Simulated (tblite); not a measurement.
## Saddle-point search of C5H11NSe

The run: saddle-point search of C5H11NSe. Method and program: GFN2-xTB saddle search (eigenvector following) and harmonic vibrations, gas phase (tblite 0.8.0).

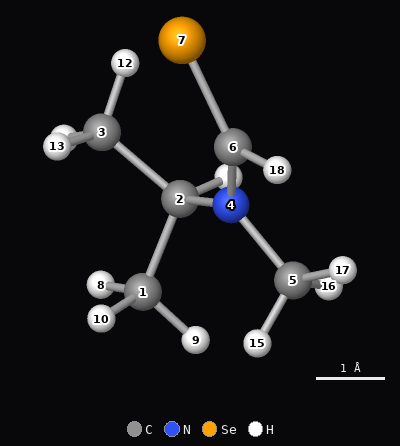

*The starting structure (ball-and-stick view, seen at a tilt; atoms are numbered from 1 in the order of the input).*

**Input**
```
{"job": {"xc": "GFN2-xTB", "basis": "xTB", "kind": "saddle"}, "charge": 0, "multiplicity": 1}
C      1.288146     1.089824     0.359467
C      0.667743    -0.247425    -0.064937
C      0.963114    -1.275264     1.017447
N     -0.759302    -0.071257    -0.364058
C     -1.043254     1.084408    -1.194810
C     -1.773865    -0.876958    -0.077692
Se    -1.931987    -2.469165     0.710147
H      2.318811     0.919564     0.657954
H      1.297378     1.821455    -0.442814
H      0.752057     1.500348     1.212117
H      1.147392    -0.573484    -1.001497
H      0.721994    -2.282128     0.696631
H      0.404275    -1.050578     1.922278
H      2.024476    -1.243839     1.250563
H     -1.007817     2.005676    -0.610182
H     -0.313170     1.146951    -2.003214
H     -2.033799     0.997746    -1.636352
H     -2.722190    -0.475872    -0.431050
```

The first line tells a small driver script what to run in tblite; the rest is the geometry in Å.

Command:
```bash
OMP_NUM_THREADS=1 python <driver script> task.json out
```

**The program's output**
```
step      E/eV     max force
  0    -609.70463   0.0338
  1    -609.69993   0.0416
  2    -609.69700   0.0824
  3    -609.69865   0.0117
  4    -609.69736   0.0245
  5    -609.69668   0.0255
  6    -609.69662   0.0046
  7    -609.69662   0.0000
lowest wavenumbers (cm-1): -60.6 144.1 167.6 211.3 238.1 248.5
```

**Trajectory as extended XYZ (Å, eV, eV/Å), 8 frames, from step=0 to step=7**
```
18
Properties=species:S:1:pos:R:3:forces:R:3 step=0 energy=-609.70463
C     1.2881    1.0898    0.3595   -0.0030   0.0020   0.0030
C     0.6677   -0.2474   -0.0649   -0.0010  -0.0010   0.0000
C     0.9631   -1.2753    1.0174    0.0060  -0.0020  -0.0040
N    -0.7593   -0.0713   -0.3641    0.0260   0.0180  -0.0120
C    -1.0433    1.0844   -1.1948   -0.0040  -0.0070   0.0020
C    -1.7739   -0.8770   -0.0777   -0.0210  -0.0160   0.0080
Se   -1.9320   -2.4692    0.7101   -0.0160   0.0100   0.0150
H     2.3188    0.9196    0.6580   -0.0010  -0.0010   0.0040
H     1.2974    1.8215   -0.4428   -0.0010   0.0070   0.0070
H     0.7521    1.5003    1.2121   -0.0050  -0.0060   0.0020
H     1.1474   -0.5735   -1.0015    0.0050   0.0110  -0.0040
H     0.7220   -2.2821    0.6966    0.0010   0.0000  -0.0060
H     0.4043   -1.0506    1.9223    0.0060  -0.0070   0.0000
H     2.0245   -1.2438    1.2506    0.0030  -0.0020  -0.0010
H    -1.0078    2.0057   -0.6102   -0.0040  -0.0020  -0.0070
H    -0.3132    1.1470   -2.0032    0.0020  -0.0030  -0.0040
H    -2.0338    0.9977   -1.6364    0.0010  -0.0050  -0.0030
H    -2.7222   -0.4759   -0.4310    0.0050   0.0050  -0.0010
18
Properties=species:S:1:pos:R:3:forces:R:3 step=1 energy=-609.69993
C     1.3049    1.0843    0.3306   -0.0050  -0.0040   0.0050
C     0.6672   -0.2540   -0.0643    0.0080   0.0010   0.0030
C     0.9504   -1.2597    1.0437    0.0020   0.0020   0.0010
N    -0.7601   -0.0715   -0.3608   -0.0120  -0.0120   0.0000
C    -1.0515    1.0986   -1.1683   -0.0040  -0.0040  -0.0020
C    -1.7684   -0.8970   -0.1040    0.0090  -0.0040   0.0060
Se   -1.9132   -2.5190    0.6255    0.0060   0.0410  -0.0040
H     2.3376    0.9075    0.6188   -0.0040   0.0000   0.0040
H     1.3130    1.8041   -0.4825   -0.0040  -0.0010   0.0070
H     0.7839    1.5129    1.1839    0.0010  -0.0060  -0.0040
H     1.1426   -0.6054   -0.9942   -0.0030   0.0070   0.0090
H     0.7284   -2.2752    0.7358   -0.0020   0.0080   0.0000
H     0.3669   -1.0257    1.9311    0.0110  -0.0090  -0.0150
H     2.0055   -1.2124    1.3029   -0.0130  -0.0010  -0.0090
H    -0.9954    2.0112   -0.5717   -0.0010  -0.0090  -0.0110
H    -0.3395    1.1661   -1.9930   -0.0040  -0.0010   0.0060
H    -2.0527    1.0269   -1.5886    0.0120  -0.0040   0.0010
H    -2.7195   -0.4916   -0.4447    0.0030  -0.0030   0.0030
18
Properties=species:S:1:pos:R:3:forces:R:3 step=2 energy=-609.69700
C     1.3204    1.0778    0.3023   -0.0090  -0.0090   0.0050
C     0.6657   -0.2607   -0.0631    0.0150   0.0010   0.0050
C     0.9375   -1.2440    1.0695   -0.0040   0.0070  -0.0010
N    -0.7616   -0.0715   -0.3577   -0.0280  -0.0270   0.0020
C    -1.0594    1.1130   -1.1419   -0.0060  -0.0070   0.0030
C    -1.7625   -0.9157   -0.1306    0.0220  -0.0100   0.0090
Se   -1.8887   -2.5657    0.5406    0.0170   0.0770  -0.0240
H     2.3544    0.8948    0.5820   -0.0050  -0.0020   0.0030
H     1.3279    1.7848   -0.5221   -0.0050  -0.0060   0.0090
H     0.8137    1.5254    1.1549    0.0060  -0.0090  -0.0140
H     1.1361   -0.6385   -0.9855   -0.0090   0.0090   0.0210
H     0.7285   -2.2669    0.7776   -0.0050   0.0140   0.0020
H     0.3358   -0.9975    1.9418    0.0130  -0.0090  -0.0220
H     1.9872   -1.1847    1.3471   -0.0150   0.0010  -0.0090
H    -0.9861    2.0161   -0.5329    0.0010  -0.0160  -0.0140
H    -0.3628    1.1878   -1.9794   -0.0090   0.0000   0.0120
H    -2.0687    1.0541   -1.5447    0.0160  -0.0050   0.0060
H    -2.7175   -0.5088   -0.4579    0.0050  -0.0090   0.0060
18
Properties=species:S:1:pos:R:3:forces:R:3 step=3 energy=-609.69865
C     1.3112    1.0811    0.3193   -0.0020  -0.0010   0.0030
C     0.6666   -0.2568   -0.0637    0.0020   0.0010   0.0000
C     0.9449   -1.2530    1.0541    0.0010  -0.0010  -0.0020
N    -0.7605   -0.0716   -0.3601   -0.0030  -0.0030   0.0000
C    -1.0549    1.1043   -1.1576    0.0000  -0.0020  -0.0020
C    -1.7655   -0.9042   -0.1153    0.0020   0.0010   0.0030
Se   -1.9017   -2.5360    0.5912    0.0000   0.0110   0.0040
H     2.3446    0.9017    0.6031   -0.0020   0.0010   0.0030
H     1.3181    1.7961   -0.4979   -0.0020   0.0010   0.0040
H     0.7967    1.5168    1.1727   -0.0020  -0.0020   0.0010
H     1.1402   -0.6190   -0.9901    0.0000   0.0030   0.0020
H     0.7276   -2.2713    0.7533    0.0000   0.0010  -0.0030
H     0.3544   -1.0138    1.9352    0.0040  -0.0030  -0.0030
H     1.9975   -1.2008    1.3203    0.0000  -0.0020  -0.0050
H    -0.9917    2.0128   -0.5560   -0.0010  -0.0020  -0.0050
H    -0.3497    1.1754   -1.9876    0.0010  -0.0020   0.0000
H    -2.0593    1.0374   -1.5701    0.0030  -0.0030  -0.0030
H    -2.7183   -0.4990   -0.4509    0.0000   0.0000   0.0010
18
Properties=species:S:1:pos:R:3:forces:R:3 step=4 energy=-609.69736
C     1.3193    1.0776    0.3045   -0.0030  -0.0020   0.0020
C     0.6658   -0.2603   -0.0629    0.0040   0.0010   0.0010
C     0.9378   -1.2445    1.0679   -0.0010   0.0010  -0.0010
N    -0.7613   -0.0714   -0.3582   -0.0070  -0.0070   0.0010
C    -1.0590    1.1117   -1.1438   -0.0010  -0.0020  -0.0010
C    -1.7622   -0.9137   -0.1291    0.0050  -0.0040   0.0040
Se   -1.8871   -2.5612    0.5434    0.0030   0.0240  -0.0040
H     2.3533    0.8948    0.5841   -0.0020   0.0000   0.0020
H     1.3259    1.7856   -0.5187   -0.0020  -0.0010   0.0040
H     0.8122    1.5233    1.1573    0.0000  -0.0030  -0.0020
H     1.1366   -0.6365   -0.9851   -0.0020   0.0030   0.0050
H     0.7273   -2.2667    0.7757   -0.0010   0.0030  -0.0010
H     0.3377   -0.9986    1.9408    0.0050  -0.0030  -0.0060
H     1.9876   -1.1859    1.3438   -0.0030  -0.0010  -0.0040
H    -0.9855    2.0156   -0.5366    0.0000  -0.0040  -0.0050
H    -0.3627    1.1856   -1.9813   -0.0010  -0.0010   0.0030
H    -2.0681    1.0518   -1.5460    0.0050  -0.0020   0.0000
H    -2.7175   -0.5072   -0.4558    0.0020  -0.0020   0.0020
18
Properties=species:S:1:pos:R:3:forces:R:3 step=5 energy=-609.69668
C     1.3277    1.0735    0.2892   -0.0030  -0.0030   0.0020
C     0.6649   -0.2640   -0.0620    0.0040   0.0000   0.0010
C     0.9303   -1.2353    1.0822   -0.0020   0.0020  -0.0010
N    -0.7621   -0.0713   -0.3568   -0.0090  -0.0080   0.0010
C    -1.0634    1.1194   -1.1292   -0.0020  -0.0020   0.0000
C    -1.7584   -0.9235   -0.1442    0.0070  -0.0030   0.0030
Se   -1.8710   -2.5850    0.4953    0.0050   0.0240  -0.0070
H     2.3624    0.8872    0.5640   -0.0020   0.0000   0.0010
H     1.3335    1.7744   -0.5400   -0.0020  -0.0020   0.0030
H     0.8287    1.5294    1.1415    0.0020  -0.0030  -0.0040
H     1.1329   -0.6549   -0.9794   -0.0030   0.0030   0.0070
H     0.7256   -2.2614    0.7994   -0.0020   0.0040   0.0000
H     0.3214   -0.9820    1.9468    0.0040  -0.0030  -0.0060
H     1.9774   -1.1709    1.3669   -0.0030   0.0000  -0.0030
H    -0.9800    2.0179   -0.5157    0.0000  -0.0050  -0.0050
H    -0.3764    1.1974   -1.9740   -0.0030   0.0000   0.0040
H    -2.0771    1.0663   -1.5209    0.0050  -0.0020   0.0020
H    -2.7162   -0.5171   -0.4633    0.0020  -0.0020   0.0020
18
Properties=species:S:1:pos:R:3:forces:R:3 step=6 energy=-609.69662
C     1.3318    1.0710    0.2815    0.0000   0.0000   0.0000
C     0.6644   -0.2659   -0.0613    0.0010   0.0000   0.0000
C     0.9263   -1.2303    1.0896    0.0000   0.0000   0.0000
N    -0.7624   -0.0712   -0.3561   -0.0010  -0.0010   0.0000
C    -1.0658    1.1230   -1.1217    0.0000   0.0000   0.0000
C    -1.7561   -0.9281   -0.1520    0.0010  -0.0010   0.0000
Se   -1.8607   -2.5967    0.4679    0.0010   0.0040  -0.0020
H     2.3667    0.8828    0.5541    0.0000   0.0000   0.0000
H     1.3371    1.7682   -0.5507    0.0000   0.0000   0.0000
H     0.8370    1.5321    1.1333    0.0000   0.0000  -0.0010
H     1.1309   -0.6646   -0.9758    0.0000   0.0000   0.0010
H     0.7230   -2.2580    0.8125    0.0000   0.0010   0.0000
H     0.3139   -0.9723    1.9503    0.0000   0.0000  -0.0010
H     1.9721   -1.1636    1.3778    0.0000   0.0000   0.0000
H    -0.9768    2.0190   -0.5056    0.0000  -0.0010   0.0000
H    -0.3840    1.2030   -1.9705    0.0000   0.0000   0.0010
H    -2.0818    1.0731   -1.5073    0.0010   0.0000   0.0000
H    -2.7156   -0.5217   -0.4658    0.0000  -0.0010   0.0000
18
Properties=species:S:1:pos:R:3:forces:R:3 step=7 energy=-609.69662
C     1.3314    1.0712    0.2822    0.0000   0.0000   0.0000
C     0.6644   -0.2657   -0.0613    0.0000   0.0000   0.0000
C     0.9266   -1.2307    1.0890    0.0000   0.0000   0.0000
N    -0.7624   -0.0712   -0.3561    0.0000   0.0000   0.0000
C    -1.0656    1.1227   -1.1224    0.0000   0.0000   0.0000
C    -1.7563   -0.9277   -0.1513    0.0000   0.0000   0.0000
Se   -1.8613   -2.5956    0.4698    0.0000   0.0000   0.0000
H     2.3663    0.8831    0.5550    0.0000   0.0000   0.0000
H     1.3368    1.7687   -0.5498    0.0000   0.0000   0.0000
H     0.8362    1.5318    1.1340    0.0000   0.0000   0.0000
H     1.1310   -0.6637   -0.9760    0.0000   0.0000   0.0000
H     0.7229   -2.2582    0.8115    0.0000   0.0000   0.0000
H     0.3148   -0.9729    1.9501    0.0000   0.0000   0.0000
H     1.9726   -1.1644    1.3766    0.0000   0.0000   0.0000
H    -0.9770    2.0189   -0.5066    0.0000   0.0000   0.0000
H    -0.3834    1.2024   -1.9709    0.0000   0.0000   0.0000
H    -2.0814    1.0724   -1.5084    0.0000   0.0000   0.0000
H    -2.7157   -0.5212   -0.4653    0.0000   0.0000   0.0000
```

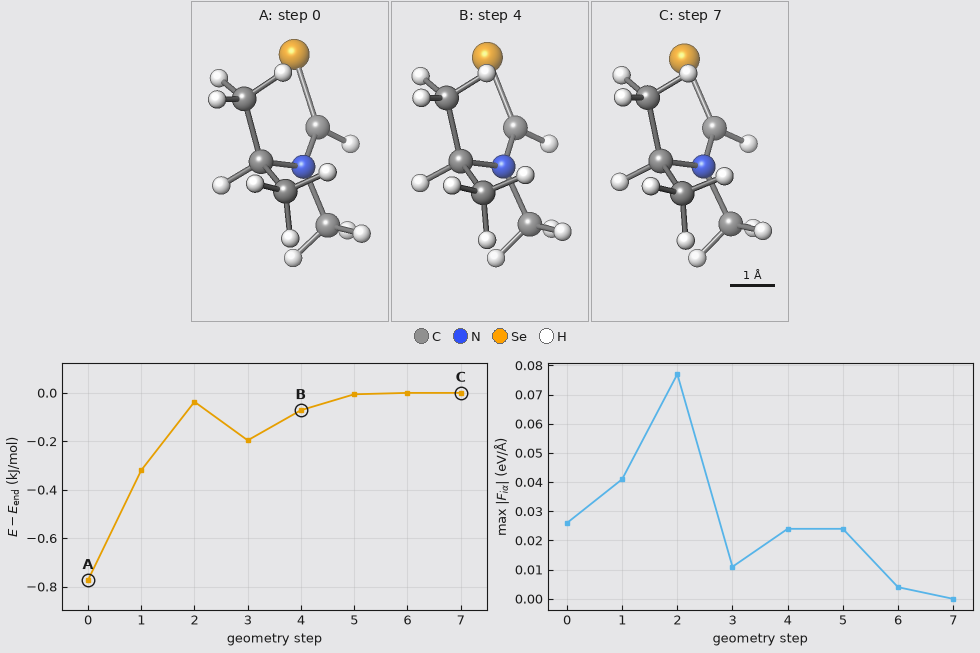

*Frames of the saddle-point search (ball-and-stick view, seen at a tilt) above the curves, on which the letters mark them (steps are counted from 0).*

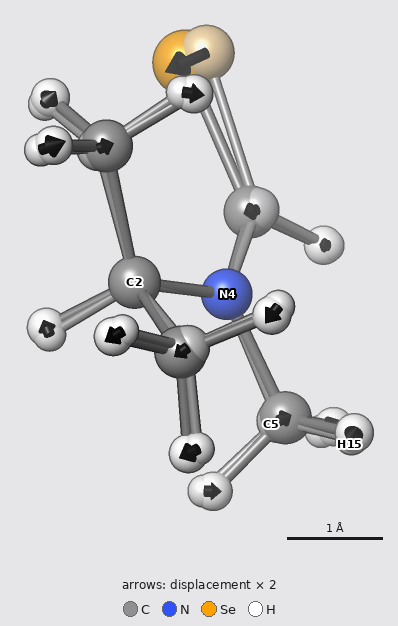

*Start (faint) and end (solid) with the displacements as black arrows, magnified 2 times (ball-and-stick view, seen at a tilt). The two geometries are laid on each other by the best rigid fit.*

Se7 moves most after the best rigid fit: 0.28 Å. Largest moves by element: Se 0.28 Å, H 0.16 Å, C 0.09 Å, N 0.01 Å. After 7 geometry steps the energy has risen by 0.77 kJ/mol. The largest force component goes from 0.026 to under 0.0001 eV/Å. (Atoms are counted from 1 in the order of the input.)

**Summary**

| quantity | value |
| --- | --- |
| outcome | converged |
| total energy | −609.6966 eV |
| point group | C1 |
| hardware | 1 CPU thread, shared host |
| wall time | 3.4 s |
| peak memory | 0.2 GiB |
